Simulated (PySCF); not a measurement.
## EPR calculation, with input and output: C5H13OSi

System: C5H13OSi, multiplicity 2.
Method: UKS B3LYP, pcH-1 on C H O Si, non-relativistic, mean-field spin-orbit, GIAO (PySCF 2.14.0).

It belongs to a series of runs on one base structure; here: H removed from sp3 C.

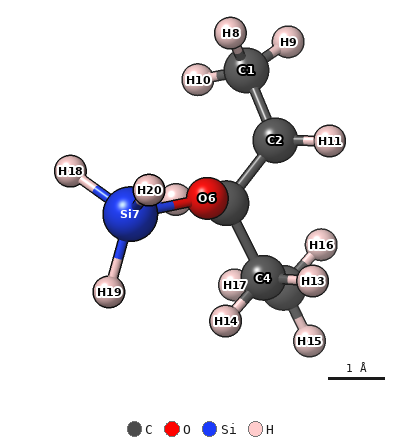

*The structure as given in the input (ball-and-stick view, seen at a tilt; atoms are numbered from 1 in the order of the input).*

## Summary

| quantity | value |
| --- | --- |
| outcome | converged |
| total energy | −563.079081 hartree |
| ⟨S²⟩ | 0.754 |
| isotropic g | 2.0025 |
| hardware | 1 CPU thread, shared host |
| wall time | 2.8 min |
| peak memory | 0.98 GiB |

## The input
```
{"job": {"kind": "epr", "basis": "pcH-1"}, "charge": 0, "multiplicity": 2}
C      2.376759    -0.420581    -0.665925
C      1.142382    -0.799536     0.047849
C     -0.048633     0.077662     0.065763
C     -1.361943    -0.712511     0.096627
C     -1.529486    -1.570653    -1.149767
O      0.025313     0.883207     1.241837
Si    -0.342716     2.436602     1.467890
H      3.038868     0.170504    -0.019861
H      2.938200    -1.304278    -0.969877
H      2.151029     0.185068    -1.542445
H      1.195122    -1.573582     0.795835
H     -0.041562     0.735796    -0.813699
H     -1.362715    -1.340026     0.989562
H     -2.187322    -0.003100     0.183110
H     -2.465481    -2.121761    -1.107252
H     -0.708505    -2.279601    -1.231035
H     -1.534157    -0.950670    -2.043585
H      0.366928     3.292202     0.508115
H     -1.777809     2.700593     1.308851
H      0.120580     2.605344     2.834973
```

The first line tells a small driver script what to run in PySCF; the rest is the geometry in Å.

Run as:
```bash
OMP_NUM_THREADS=1 python <driver script> task.json out
```

## Log
```
UKS, coarse grid
  cycle   1  E = -562.94365391  |g| = 5.94e-01
  cycle   2  E = -562.69408067  |g| = 1.00e+00
  cycle   3  E = -563.07222268  |g| = 1.27e-01
  cycle   4  E = -563.07786106  |g| = 4.89e-02
  cycle   5  E = -563.07900273  |g| = 5.84e-03
  cycle   6  E = -563.07902052  |g| = 1.91e-03
  cycle   7  E = -563.07902269  |g| = 1.25e-03
  cycle   8  E = -563.07902271  |g| = 2.28e-04
UKS, final grid
  cycle   1  E = -563.07908084  |g| = 2.61e-04
  cycle   2  E = -563.07908082  |g| = 3.75e-04
  cycle   3  E = -563.07908088  |g| = 4.54e-05
  cycle   4  E = -563.07908088  |g| = 2.41e-05
E = -563.07908088 Eh   <S^2> = 0.7537 (exact 0.7500)
g shifts (ppm)      1          2          3
  rmc          -156       -156       -156
  gc             14         29         37
  oz_so         -63        335        666
  total        -205        208        546
hyperfine (MHz)  atom isotope    a_iso     a_fc   dipolar eigenvalues
    0   13C     -31.16     -31.17     -2.61      0.00      2.61
    1   13C     103.98     104.08    -81.22    -80.41    161.63
    2   13C     -13.57     -13.57     -1.61     -0.53      2.14
    3   13C      13.76      13.76     -2.01     -1.75      3.76
    4   13C      13.84      13.84     -1.52     -0.96      2.49
    5   17O     -80.35     -80.34    -14.27      6.75      7.52
    6  29Si     -10.15     -10.17     -4.06      1.97      2.09
    7    1H     160.09     160.09     -5.60     -2.84      8.44
    8    1H      55.48      55.48     -4.88     -4.78      9.66
    9    1H      22.56      22.55     -4.91     -4.31      9.22
   10    1H     -57.68     -57.70    -37.91     -1.52     39.43
   11    1H       2.68       2.68     -6.43     -3.87     10.30
   12    1H      -1.23      -1.23     -3.13     -2.91      6.03
   13    1H       3.17       3.17     -2.13     -1.36      3.49
   14    1H       1.99       1.99     -1.52     -1.24      2.75
   15    1H       2.57       2.57     -6.05     -2.92      8.97
   16    1H      -0.18      -0.18     -2.21     -1.90      4.11
   17    1H      -0.75      -0.75     -1.15     -0.90      2.05
   18    1H       1.95       1.95     -0.95     -0.66      1.61
   19    1H       1.69       1.69     -1.04     -0.84      1.88
```

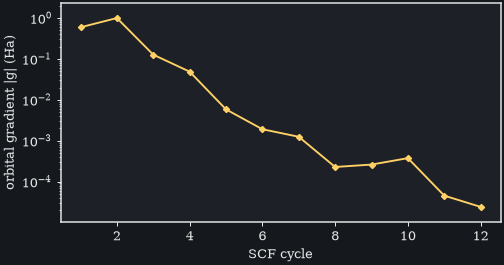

*Convergence of the self-consistent field: orbital gradient |g| against the SCF cycle.*

All cycles printed in the log are drawn one after another.

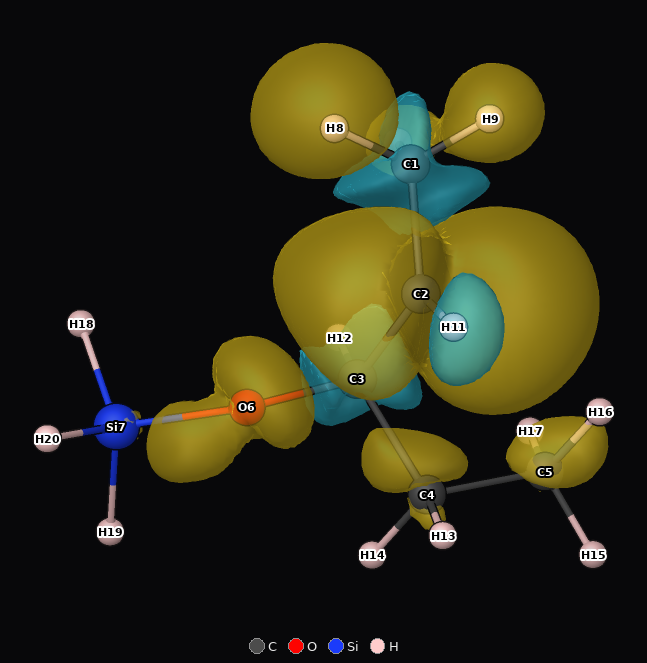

*Isosurfaces of the spin density at +0.006 (yellow) and −0.006 e/Å³ (cyan), seen at a tilt.*

The unpaired spin (1 electron) lies mostly on C2 (about 0.7), in electrons by Hirshfeld's partition.

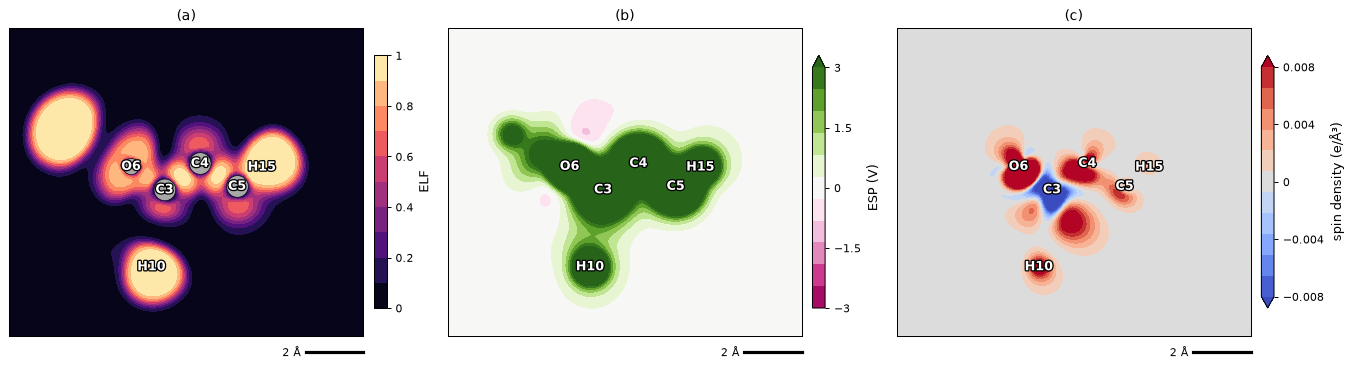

*(a) ELF; (b) molecular electrostatic potential; (c) spin density on the plane of atoms C3, C4 and C5. Grey discs, where drawn, cover atomic cores.*

C–H (1.09 Å): the ELF climbs to about 1 towards the hydrogen, as it does in any bond to H (a covalent bond by its length). The unpaired spin (1 electron) lies mostly on C2 (about 0.7), in electrons by Hirshfeld's partition.

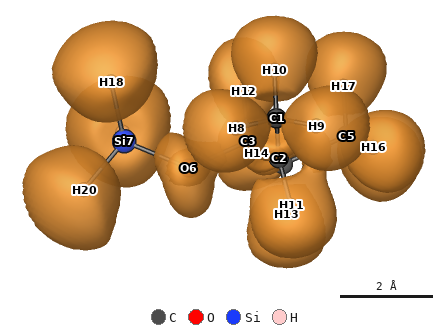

*Isosurface of the ELF at 0.75 (orange), seen from the side. Core shells and regions of very low density are left out.*

Along the contacts the grid gives the following. C–C (1.48 Å): the ELF peaks at about 0.95 between the atoms (a shared electron pair).
